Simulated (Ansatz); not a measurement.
# Tantalum, A15 under BLYP: structure and ground-state energy, part 2 of 2

Aim: take tantalum in the A15 structure, relax it, then solve it on a dense k-mesh. Spin polarisation is left out. The k-meshes are 5×5×5 for the relaxation; 6×6×6 for the dense run.

Ansatz 0.2.0; DFT, BLYP, plane waves (420 eV) with PAW, scalar-relativistic. The steps go on from the part before.

**3. Dense single point**

input.yaml

```yaml
crystal:
  lattice:
    - [5.3624835772, 0.0, 0.0]
    - [0.0, 5.3624835772, 0.0]
    - [0.0, 0.0, 5.3624835772]
  atoms:
    - { symbol: Ta, position: [0.0, 1.0, 1.0] }
    - { symbol: Ta, position: [0.5, 0.5, 0.5] }
    - { symbol: Ta, position: [0.25, 0.0, 0.5] }
    - { symbol: Ta, position: [0.75, 1.0, 0.5] }
    - { symbol: Ta, position: [0.5, 0.25, 1.0] }
    - { symbol: Ta, position: [0.5, 0.75, 1.0] }
    - { symbol: Ta, position: [0.0, 0.5, 0.25] }
    - { symbol: Ta, position: [0.0, 0.5, 0.75] }
hamiltonian:
  xc: blyp
  pseudopotentials:
    kind: paw
    azcp:
      Ta: "pseudopotentials/Ta.paw.azcp"
basis:
  ecutwfc: 420
  fft_grid_basis: typed
kpoints:
  mp_grid: { grid: [6, 6, 6], shift: [0, 0, 0] }
magnetization:
  spin_polarized: false
scf:
  occupations: { method: fermi_dirac, width: 0.1 }
output:
  write_density: true
  write_potential: true
  elf: true
  volumetric_format: npy
```

The run is started by

```bash
$ ansatz run input.yaml --threads 4 --pin off --max-ram 8192MiB --backend cpu --events-out ev --progress --plain --runs-dir out
```

Log, shortened:

```text
Warning: RAYON_NUM_THREADS=4 ignored (pool sized by the plan → 4); use --threads N
[...]
Pseudopotentials: kind: paw
Pseudopotential: Ta, paw, valence charge 13, recommended cutoff 420 eV (normal), <dir>
Functional definition: BLYP
[...]
Crystal: 8 atoms, lattice volume = 154.205 Å³
Basis set: ecut = 420 eV, 2969 PW (Γ), exchange–correlation on 72×72×72 points (8 copies of the dense FFT grid, shifted against one another)
Bands: 63, of which v1, the nominal top of the filled ones, is band 52 counted from 1 (51 counted from 0)
Symmetry: 48 space group operations
Space group: Pm-3n (ITA 223), of the structure as read, at distance tolerance 5.4e-5 Å
k-points: 20 of 216
[...]
SCF iter   1: F=—  HF=-79648.744377 eV  |F-HF|=—  |Δ(HF+E_count)|=         —  Δρ=6.35e-3  dr2=7.09e-2  ethr=1.77e-3  ⟨swp⟩=5.7  Hψ=4845  notcnv=0
[...]
SCF iter   6: F=-79648.736654 eV  HF=-79648.736654 eV  |F-HF|=9.69e-9  |Δ(HF+E_count)|=   3.72e-7  Δρ=4.31e-6  dr2=2.21e-8  ethr=9.62e-11  ⟨swp⟩=6.6  Hψ=3619  notcnv=0
[...]
SCF converged after 6 iterations
Free energy (F): -79648.736654 eV
[...]
E sigma→0 (E₀):  -79648.586994 eV
Entropy (-TS):   -0.299320 eV (-37.415 meV/atom)
Fermi energy:    17.838746 eV
[...]
--- Band table (eV; the first three rows and the last of 20) ---
[...]
```

Run time: 3.3 s. Hardware: 4 threads of Arm Neoverse V1, shared host; peak memory 0.57 GiB.

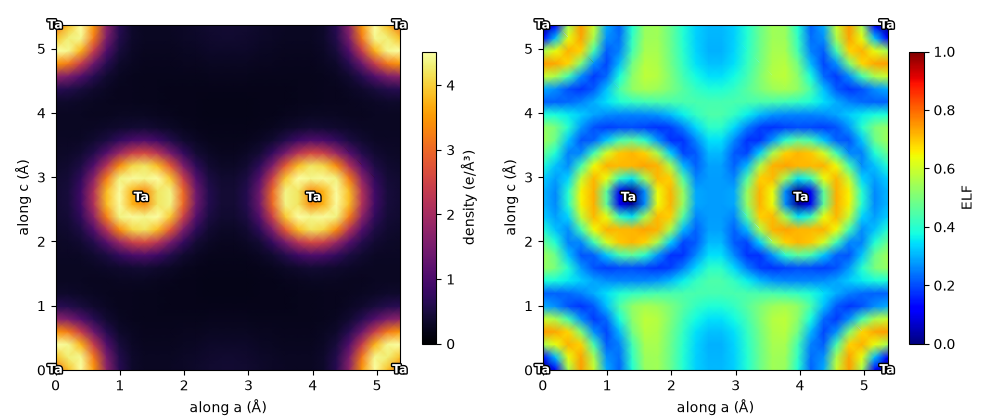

Density (left) and ELF (right) in a lattice plane of the grid's cell (edges 5.36 and 5.36 Å, at 0.000 of the third edge), which holds Ta. Only atoms in the plane are labelled. Both are smooth fields of the valence electrons: close to the nuclei they are not physical.

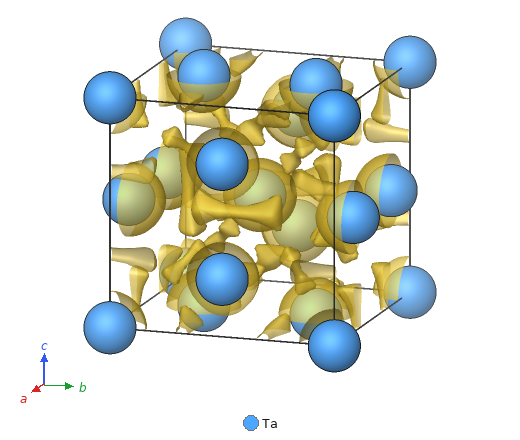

Surface of ELF = 0.52, drawn in one cell.

The highest ELF values outside the cores: 0.58 between the atoms, 1.8 Å from Ta.

**4. What came out**

This closing draws on all 2 parts.

| quantity | value |
| --- | --- |
| space group (spins left aside) | Pm-3n (No. 223) |
| conventional cell | a = 5.362 Å |
| volume | 19.276 Å³/atom |
| shortest distance | 2.681 Å |
| gap on the mesh | none (levels filled in part) |
| relative to bcc | +31 meV/atom |
| highest ELF outside the cores | 0.58, 1.78 Å from the nearest atom |

In words: The relaxation enlarged the cell by 6.7 % in volume. Against the reference form of tantalum (bcc, computed apart with the same settings) it stands 31 meV/atom higher. No gap shows: it is a metal or semimetal at this level. Relaxation kept the symmetry; phonons were not checked.
